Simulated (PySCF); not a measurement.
# HfO(OH)₂: structure of the singlet

The task is one start of a wider search on HfO(OH)₂: the singlet, from a T-shaped (ligand arrangement 1) start. It is relaxed, tested by its Hessian and followed downhill if it is a saddle.

Computed with PySCF 2.14.0. Level: PBE0, basis Hf def2-TZVP with ECP60, O def2-TZVP, H def2-TZVP, scalar-relativistic core potentials, no spin–orbit coupling, density fitting.

## (1) The system as given

6 atoms, charge 0, spin multiplicity 1.

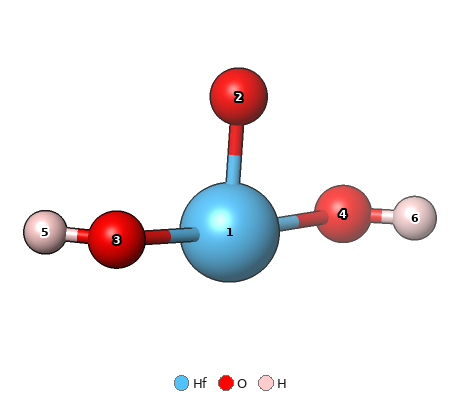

Start geometry, drawn with hafnium blue, oxygen red, hydrogen pink; atoms are numbered from 1 in the order of the file.

```xyz
6
charge 0 multiplicity 1
Hf    0.0000    0.0000    0.0000
O     0.0000    0.0000    1.8500
O     2.1487    0.0000    0.0750
O    -2.1487    0.0000    0.0750
H     2.7654   -0.7354    0.0966
H    -2.7654    0.7354    0.0966
```

## (2) First SCF at the start

One driver script runs all steps and calls PySCF; scf.py shows how it sets up the SCF of each step. The optimiser is the driver's own. After this first run the driver tries any further starts and a stability analysis.

scf.py

```python
from pyscf import gto, scf, dft
mol = gto.M(atom='''
Hf     0.000000     0.000000     0.000000
O      0.000000     0.000000     1.850000
O      2.148700     0.000000     0.075000
O     -2.148700     0.000000     0.075000
H      2.765400    -0.735400     0.096600
H     -2.765400     0.735400     0.096600''',
    basis={'Hf': 'def2-TZVP', 'O': 'def2-TZVP', 'H': 'def2-TZVP'},
    ecp={'Hf': 'def2-TZVP'},
    charge=0, spin=0)
mf = dft.RKS(mol, xc='PBE0')
mf.grids.atom_grid = (50, 194)
aux = {'Hf': 'def2-universal-JKFIT', 'O': 'def2-universal-JKFIT', 'H': 'def2-universal-JKFIT'}
mf = mf.density_fit(auxbasis=aux)
mf.conv_tol = 1e-08
mf.diis_space = 10
mf.max_cycle = 60
mf.init_guess = 'minao'
mf.verbose = 4
mf.kernel()
```

Started as:

```sh
OMP_NUM_THREADS=4 python axn.py task.json out
```

Output:

```text
init E= -255.633477379625
  HOMO = -0.534031392914857  LUMO = -0.314935273661423  gap/eV = 5.96191
cycle= 1 E= -274.258061243598  delta_E= -18.6  |g|= 1.63  |ddm|=  6.9
  HOMO = -0.0906491435978261  LUMO = -0.0545819391678783  gap/eV = 0.98144
cycle= 2 E= -265.291850173945  delta_E= 8.97  |g|= 5.44  |ddm|= 3.92
  HOMO = -0.216100026609522  LUMO = -0.0644392190273919  gap/eV = 4.12690
cycle= 3 E= -274.596327071475  delta_E= -9.3  |g|= 0.883  |ddm|=  3.7
  HOMO = -0.20137413802782  LUMO = -0.144122092654598  gap/eV = 1.55791
cycle= 4 E= -274.612974229403  delta_E= -0.0166  |g|= 0.978  |ddm|= 1.02
  HOMO = -0.249450863875804  LUMO = -0.149628507701969  gap/eV = 2.71630
cycle= 5 E= -274.788972081194  delta_E= -0.176  |g|= 0.176  |ddm|= 0.45
  HOMO = -0.237192837042944  LUMO = -0.131595528216835  gap/eV = 2.87345
cycle= 6 E= -274.790782931429  delta_E= -0.00181  |g|= 0.163  |ddm|= 0.13
  HOMO = -0.248147850501564  LUMO = -0.131202608286351  gap/eV = 3.18224
cycle= 7 E= -274.796026362436  delta_E= -0.00524  |g|= 0.0377  |ddm|= 0.0666
  HOMO = -0.249573329900596  LUMO = -0.130437113731563  gap/eV = 3.24186
cycle= 8 E= -274.7963075044  delta_E= -0.000281  |g|= 0.00392  |ddm|= 0.0178
  HOMO = -0.24969980336974  LUMO = -0.130587807162666  gap/eV = 3.24120
cycle= 9 E= -274.796310641164  delta_E= -3.14e-06  |g|= 0.000285  |ddm|= 0.00244
  HOMO = -0.249711489999658  LUMO = -0.130572422721205  gap/eV = 3.24194
cycle= 10 E= -274.796310659771  delta_E= -1.86e-08  |g|= 0.00014  |ddm|= 0.000413
  HOMO = -0.2497031505543  LUMO = -0.130572329000227  gap/eV = 3.24171
cycle= 11 E= -274.796310664837  delta_E= -5.07e-09  |g|= 1.59e-05  |ddm|= 0.000108
  HOMO = -0.249698212533165  LUMO = -0.13057223465217  gap/eV = 3.24158
Extra cycle  E= -274.796310664695  delta_E= 1.42e-10  |g|= 3.96e-05  |ddm|= 3.98e-05
converged SCF energy = -274.796310664695
```

This step, with its further starts and checks, took 12 s on 4 threads of Arm Neoverse V2, shared host.

Energies from each starting density:

```csv
start,energy (Eh)
the minimal-basis guess,-274.796311
a thermally smeared density,-274.796311
a smeared PBE density,-274.796311
```

No lower closed-shell solution turned up from the other starts or in the test of internal stability.

## (3) T-shaped (ligand arrangement 1) start, singlet: relaxation

The program finds C2 symmetry in the start, which this walk keeps. Threshold on the gradient: 0.0003 Eh/bohr, with a further test on the energy change.

Changes to scf.py since step 2:

```diff
@@ -3,6 +3,6 @@
-Hf     0.000000     0.000000     0.000000
-O      0.000000     0.000000     1.850000
-O      2.148700     0.000000     0.075000
-O     -2.148700     0.000000     0.075000
-H      2.765400    -0.735400     0.096600
-H     -2.765400     0.735400     0.096600''',
+Hf     0.000000     0.000000    -0.139965
+O      0.000000     0.000000     1.710035
+O      2.148700    -0.000000    -0.064965
+O     -2.148700     0.000000    -0.064965
+H      2.765400    -0.735400    -0.043365
+H     -2.765400     0.735400    -0.043365''',
@@ -19 +18,0 @@
-mf.init_guess = 'minao'
```

The optimiser's trace:

```csv
step,energy (Eh),change (kJ/mol),largest symmetric gradient (Eh/bohr)
0,-274.796311,0.00,0.13793
1,-274.835984,-104.16,0.02418
2,-274.858166,-162.40,0.04260
3,-274.876045,-209.34,0.01875
4,-274.878503,-215.80,0.04226
5,-274.886627,-237.13,0.00885
6,-274.887923,-240.53,0.01017
7,-274.888525,-242.11,0.00770
8,-274.888821,-242.88,0.00510
9,-274.889102,-243.62,0.00305
10,-274.889323,-244.20,0.00232
11,-274.889343,-244.26,0.00043
12,-274.889358,-244.30,0.00047
13,-274.889385,-244.37,0.00092
14,-274.889392,-244.38,0.00051
15,-274.889395,-244.39,0.00007
```

The walk took 47 s.

Geometry (Å) and forces (eV/Å) at some steps:

```
step 0
Hf   0.000   0.000  -0.140   0.000   0.000   7.093
O    0.000   0.000   1.710   0.000   0.000  -4.282
O    2.149   0.000  -0.065  -2.328  -0.438  -1.428
O   -2.149   0.000  -0.065   2.328   0.438  -1.428
H    2.765  -0.735  -0.043   0.039   0.331   0.022
H   -2.765   0.735  -0.043  -0.039  -0.331   0.022
step 1
Hf   0.000   0.000  -0.003   0.000   0.000   1.169
O    0.000   0.000   1.722   0.000   0.000   0.740
O    2.081  -0.016  -0.150  -1.243  -0.875  -0.967
O   -2.081   0.016  -0.150   1.243   0.875  -0.967
H    2.739  -0.716  -0.033  -0.268   0.743   0.012
H   -2.739   0.716  -0.033   0.268  -0.743   0.012
step 8
Hf   0.000   0.000   0.540   0.000   0.000  -0.262
O    0.000   0.000   2.311   0.000   0.000   0.062
O    1.690  -0.259  -0.448  -0.034  -0.123   0.097
O   -1.690   0.259  -0.448   0.034   0.123   0.097
H    2.602  -0.497  -0.301   0.086   0.061   0.003
H   -2.602   0.497  -0.301  -0.086  -0.061   0.003
step 15
Hf   0.000   0.000   0.495   0.000   0.000   0.004
O    0.000   0.000   2.264   0.000   0.000  -0.001
O    1.714  -0.307  -0.435  -0.001  -0.001  -0.002
O   -1.714   0.307  -0.435   0.001   0.001  -0.002
H    2.639  -0.475  -0.268   0.001   0.002   0.001
H   -2.639   0.475  -0.268  -0.001  -0.002   0.001
```

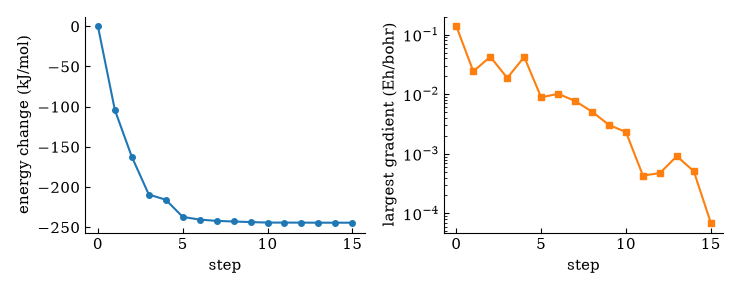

How energy and gradient fall.

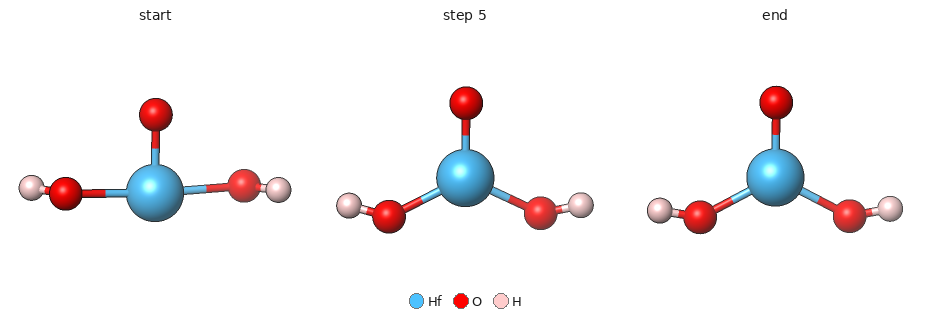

Start and end of the relaxation, with a step between.

After 15 steps and 244.4 kJ/mol it ends at C2v: Hf–O 1.770 Å, Hf–O 1.974 Å (×2), O–H 0.955 Å (×2); H–O–Hf 141.9° (×2), O–Hf–O 118.1° (×2), O–Hf–O 123.8°.

## (4) Frequencies

The point is checked on the finer grid, and tightened if its gradient asks for it. The Hessian and the dipole derivatives come from central differences of analytic gradients, with steps of 0.02 bohr.

Changes to scf.py since step 3:

```diff
@@ -3,6 +3,6 @@
-Hf     0.000000     0.000000    -0.139965
-O      0.000000     0.000000     1.710035
-O      2.148700    -0.000000    -0.064965
-O     -2.148700     0.000000    -0.064965
-H      2.765400    -0.735400    -0.043365
-H     -2.765400     0.735400    -0.043365''',
+Hf     0.000000     0.000000     0.007121
+O     -0.000000     0.000000     1.776423
+O      1.717699    -0.308788    -0.914936
+O     -1.717699     0.308788    -0.914936
+H      2.642626    -0.475061    -0.745797
+H     -2.642626     0.475061    -0.745797''',
@@ -13 +13 @@
-mf.grids.atom_grid = (50, 194)
+mf.grids.atom_grid = (75, 302)
@@ -16 +16 @@
-mf.conv_tol = 1e-08
+mf.conv_tol = 1e-10
```

This SCF starts from the last density.

Log of the central SCF (cycles and frontier levels):

```text
init E= -274.889297377708
  HOMO = -0.291213820815685  LUMO = -0.0994253676337848  gap/eV = 5.21883
cycle= 1 E= -274.889297377688  delta_E= 2.03e-11  |g|= 1.11e-05  |ddm|= 7e-06
  HOMO = -0.291210451545667  LUMO = -0.0994261598282229  gap/eV = 5.21872
cycle= 2 E= -274.889297377543  delta_E= 1.45e-10  |g|= 2.97e-05  |ddm|= 1.84e-05
  HOMO = -0.291213042737422  LUMO = -0.0994256043450719  gap/eV = 5.21880
cycle= 3 E= -274.88929737771  delta_E= -1.67e-10  |g|= 1.69e-06  |ddm|= 1.36e-05
  HOMO = -0.291212957133693  LUMO = -0.0994255920472433  gap/eV = 5.21880
cycle= 4 E= -274.88929737771  delta_E= -1.14e-13  |g|= 1.32e-07  |ddm|= 7.8e-07
  HOMO = -0.291212947743527  LUMO = -0.0994255954303327  gap/eV = 5.21880
Extra cycle  E= -274.889297377712  delta_E= -1.36e-12  |g|= 1.56e-07  |ddm|= 1.38e-07
converged SCF energy = -274.889297377712
```

The whole step took 75 s.

Geometry: C2v; Hf–O 1.769 Å, Hf–O 1.974 Å (×2), O–H 0.955 Å (×2); H–O–Hf 141.9° (×2), O–Hf–O 117.8° (×2), O–Hf–O 124.3°.

Harmonic modes (main isotopes):

```tsv
symmetry	ω (cm⁻¹)	IR (km/mol)	μ (u)
b1	85i	38.3	5.68
a1	156	0.2	5.36
b2	192	32.8	3.75
a1	364	288	1.20
b2	391	39.1	1.52
a2	497	0.0	1.15
b1	515	302	1.18
a1	648	53.2	7.16
b2	649	189	6.67
a1	921	187	16.95
b2	3966	277	1.07
a1	3968	0.7	1.07
```

1 mode is imaginary, the largest at 85i cm⁻¹: a saddle point, not a minimum.

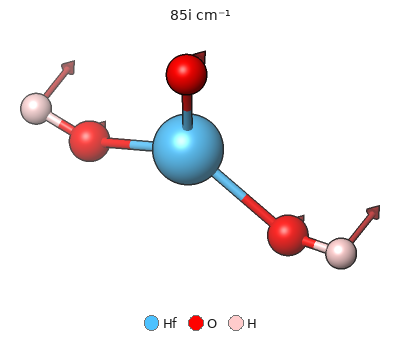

The imaginary mode, as arrows.

Constants and moments:

- Dipole moment: 2.46 D
- Highest occupied level: -7.92 eV
- Lowest empty level: -2.71 eV
- Rotational constants: 0.2151, 0.1506, 0.08856 cm⁻¹
- Zero-point energy (real modes): 73.4 kJ/mol
- Principal polarisabilities: 31.5, 46.6, 49.1 bohr³
- Atomisation energy without zero-point energy: 2596 kJ/mol
- Principal traceless quadrupole moments about the centre of mass: -19.66, 8.24, 11.42 D Å

Charges (e) and bond orders:

| atom | Mulliken | Löwdin | polar tensor | Mayer order to Hf1 |
| --- | --- | --- | --- | --- |
| Hf1 | 1.45 | 0.80 | 2.49 | – |
| O2 | -0.62 | -0.39 | -1.07 | 2.10 |
| O3,4 | -0.74 | -0.36 | -1.03 | 0.97 |
| H5,6 | 0.33 | 0.16 | 0.32 | 0.03 |

Outer orbital energies (eV). occupied: -13.68, -10.05, -9.67, -9.40, -8.96, -8.21, -8.01, -7.92; empty: -2.71, -0.09, 0.38, 0.69.

Mulliken populations on Hf1 (outside its core potential): s 2.18, p 6.33, d 1.89, f 0.16.

## (5) Leaving the saddle point

The start is the last point, displaced along its most imaginary mode.

The program finds Cs symmetry in the start, which this walk keeps. The walk stops when the largest gradient is under 0.0003 Eh/bohr and the energy has settled too.

Changes to scf.py since step 4:

```diff
@@ -3,6 +3,6 @@
-Hf     0.000000     0.000000     0.007121
-O     -0.000000     0.000000     1.776423
-O      1.717699    -0.308788    -0.914936
-O     -1.717699     0.308788    -0.914936
-H      2.642626    -0.475061    -0.745797
-H     -2.642626     0.475061    -0.745797''',
+Hf     0.005813     0.032337     0.011804
+O     -0.022056    -0.122689     1.781106
+O      1.698814    -0.413840    -0.910254
+O     -1.736584     0.203737    -0.910254
+H      2.598393    -0.721117    -0.741114
+H     -2.686859     0.229006    -0.741114''',
@@ -13 +13 @@
-mf.grids.atom_grid = (75, 302)
+mf.grids.atom_grid = (50, 194)
@@ -16 +16 @@
-mf.conv_tol = 1e-10
+mf.conv_tol = 1e-08
```

The optimiser's trace:

```csv
step,energy (Eh),change (kJ/mol),largest symmetric gradient (Eh/bohr)
0,-274.889374,0.00,0.01096
1,-274.889805,-1.13,0.00407
2,-274.890484,-2.92,0.00751
3,-274.890689,-3.45,0.01788
4,-274.890989,-4.24,0.01078
5,-274.891371,-5.24,0.00382
6,-274.891590,-5.82,0.00336
7,-274.891801,-6.37,0.00549
8,-274.891961,-6.79,0.00317
9,-274.892044,-7.01,0.00277
10,-274.892085,-7.12,0.00125
11,-274.892101,-7.16,0.00052
12,-274.892113,-7.19,0.00147
13,-274.892119,-7.21,0.00150
14,-274.892126,-7.23,0.00074
15,-274.892128,-7.23,0.00021
```

The walk took 41 s.

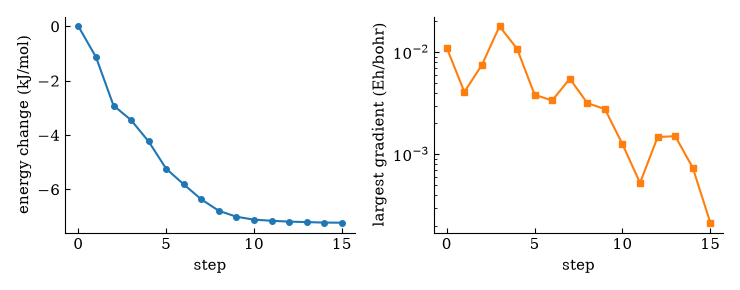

How energy and gradient fall.

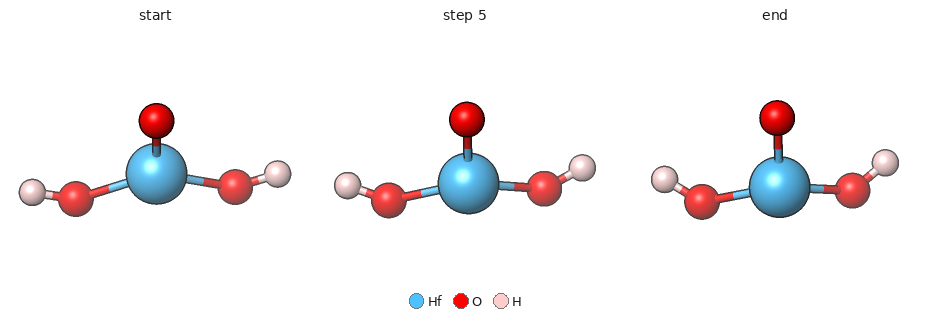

Start and end of the relaxation, with a step between.

End point (Cs, 15 steps, 7.2 kJ/mol gained): Hf–O 1.766 Å, Hf–O 1.962 Å (×2), O–H 0.956 Å (×2); H–O–Hf 134.2° (×2), O–Hf–O 111.4° (×2), O–Hf–O 114.1°.

## (6) Frequencies

The same treatment as at the point before.

Changes to scf.py since step 5:

```diff
@@ -3,6 +3,6 @@
-Hf     0.005813     0.032337     0.011804
-O     -0.022056    -0.122689     1.781106
-O      1.698814    -0.413840    -0.910254
-O     -1.736584     0.203737    -0.910254
-H      2.598393    -0.721117    -0.741114
-H     -2.686859     0.229006    -0.741114''',
+Hf     0.019910     0.110753     0.028421
+O     -0.101398    -0.564045     1.655998
+O      1.563266    -0.613878    -0.942564
+O     -1.679193    -0.030986    -0.942564
+H      2.231812    -1.265354    -0.737295
+H     -2.532778    -0.408830    -0.737295''',
@@ -13 +13 @@
-mf.grids.atom_grid = (50, 194)
+mf.grids.atom_grid = (75, 302)
@@ -16 +16 @@
-mf.conv_tol = 1e-08
+mf.conv_tol = 1e-10
```

SCF at the final geometry:

```text
init E= -274.89220474396
  HOMO = -0.290500991876759  LUMO = -0.0960226607221806  gap/eV = 5.29202
cycle= 1 E= -274.892204743959  delta_E= 1.36e-12  |g|= 8.32e-07  |ddm|= 7.33e-07
  HOMO = -0.290501215156274  LUMO = -0.0960226670132833  gap/eV = 5.29203
Extra cycle  E= -274.892204743958  delta_E= 3.41e-13  |g|= 1.97e-06  |ddm|= 1.27e-06
converged SCF energy = -274.892204743958
```

The whole step took 78 s on 4 threads of Arm Neoverse V2, shared host.

Geometry: Cs; Hf–O 1.766 Å, Hf–O 1.962 Å (×2), O–H 0.956 Å (×2); H–O–Hf 134.1° (×2), O–Hf–O 111.7° (×2), O–Hf–O 114.2°.

Modes, for the most abundant isotopes:

```csv
symmetry,ω (cm⁻¹),IR (km/mol)
a',111,23.6
a',177,3.9
a'',201,28.2
a',402,283
a'',416,0.0
a'',496,171
a',519,169
a'',651,132
a',657,61.3
a',923,165
a'',3956,219
a',3958,51.6
```

All wavenumbers are real: a minimum.

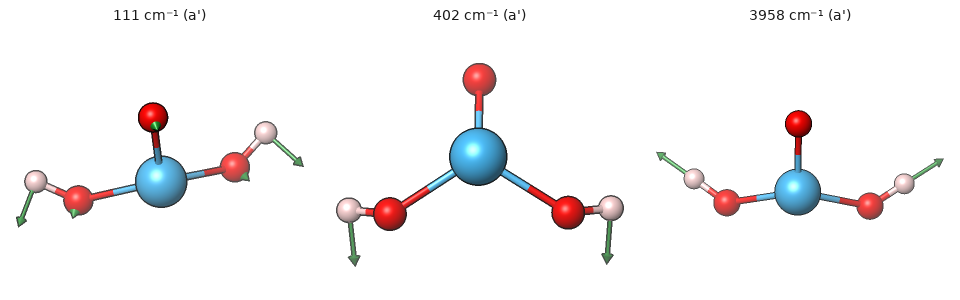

How the atoms move in 3 of the modes.

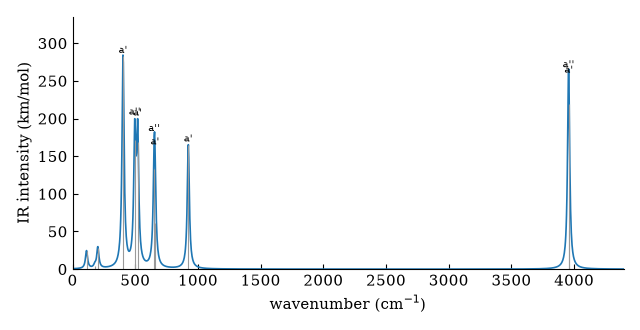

The harmonic infrared spectrum (widths in cm⁻¹). Lines are broadened to a width of 20 cm⁻¹ (Lorentzian).

Constants and moments:

```
Dipole moment                                                   : 3.48 D
Highest occupied level                                          : -7.90 eV
Lowest empty level                                              : -2.61 eV
Rotational constants                                            : 0.1961, 0.1521, 0.09782 cm⁻¹
Zero-point energy                                               : 74.6 kJ/mol
Principal polarisabilities                                      : 31.6, 47.7, 48.1 bohr³
Atomisation energy without zero-point energy                    : 2604 kJ/mol
Principal traceless quadrupole moments about the centre of mass : -18.57, 7.70, 10.87 D Å
Entropy at 298.15 K and 1 bar                                   : 333.8 J/(mol K)
Heat capacity Cp at 298.15 K                                    : 89.0 J/(mol K)
Enthalpy at 298.15 K above 0 K                                  : 18.38 kJ/mol
Rotational symmetry number                                      : 1
```

Populations by atom (charges in e):

| atom | Mulliken | Löwdin | polar tensor | Mayer order to Hf1 |
| --- | --- | --- | --- | --- |
| Hf1 | 1.39 | 0.75 | 2.29 | – |
| O2 | -0.61 | -0.39 | -0.99 | 2.11 |
| O3,4 | -0.72 | -0.34 | -0.96 | 1.00 |
| H5,6 | 0.33 | 0.16 | 0.31 | 0.02 |

Outer orbital energies (eV). occupied: -13.50, -9.91, -9.54, -9.33, -8.81, -8.15, -7.97, -7.90; empty: -2.61, -0.18, 0.38, 0.76.

Mulliken populations on Hf1 (outside its core potential): s 2.22, p 6.28, d 1.96, f 0.15.

## (7) Would spin polarisation lower it?

At the lowest minimum the closed shell is tested against spin polarisation, on the (50, 194) grid. It is stable.

## (8) All stationary points

| spin | group | bonds | imaginary modes (cm⁻¹) | ΔE (kJ/mol) | with zero-point energy |
| --- | --- | --- | --- | --- | --- |
| singlet | Cs | Hf–O 1.766 Å, Hf–O 1.962 Å (×2), O–H 0.956 Å (×2) | none | 0.0 | 0.0 |
| singlet | C2v | Hf–O 1.769 Å, Hf–O 1.974 Å (×2), O–H 0.955 Å (×2) | 85i | 7.6 | – |

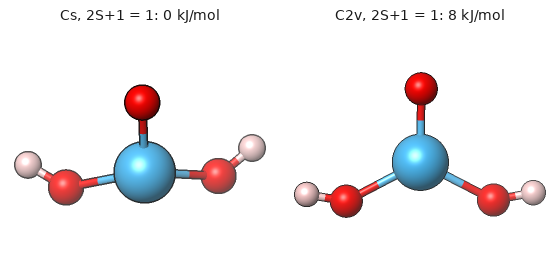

The points, lowest first (hafnium blue, oxygen red, hydrogen pink).

## (9) Summary of results

```
                                 quantity                                                                                                                          value
                                  minimum                                                                                                                    singlet, Cs
                                 geometry                       Hf–O 1.766 Å, Hf–O 1.962 Å (×2), O–H 0.956 Å (×2); H–O–Hf 134.1° (×2), O–Hf–O 111.7° (×2), O–Hf–O 114.2°
                       wavenumbers (cm⁻¹)  111 (a'), 177 (a'), 201 (a''), 402 (a'), 416 (a''), 496 (a''), 519 (a'), 651 (a''), 657 (a'), 923 (a'), 3956 (a''), 3958 (a')
                            dipole moment                                                                                                                         3.48 D
     highest occupied, lowest empty level                                                                                                                -7.90, -2.61 eV
               polar-tensor charge of Hf1                                                                                                                        +2.29 e
                        zero-point energy                                                                                                                    74.6 kJ/mol
                      entropy at 298.15 K                                                                                                                333.8 J/(mol K)
atomisation energy (no zero-point energy)                                                                                                                    2604 kJ/mol
```

The T-shaped (ligand arrangement 1) start (C2) ends in a minimum of Cs symmetry, after a stop at a saddle point 7.6 kJ/mol higher, from which it was pushed off along an imaginary mode. The strongest infrared band lies at 402 cm⁻¹ (a'). Only this shape and spin were tried, so other structures or states may lie lower. Spin–orbit coupling, left out here, can matter for elements this heavy.

The search up to here took 4.3 min.
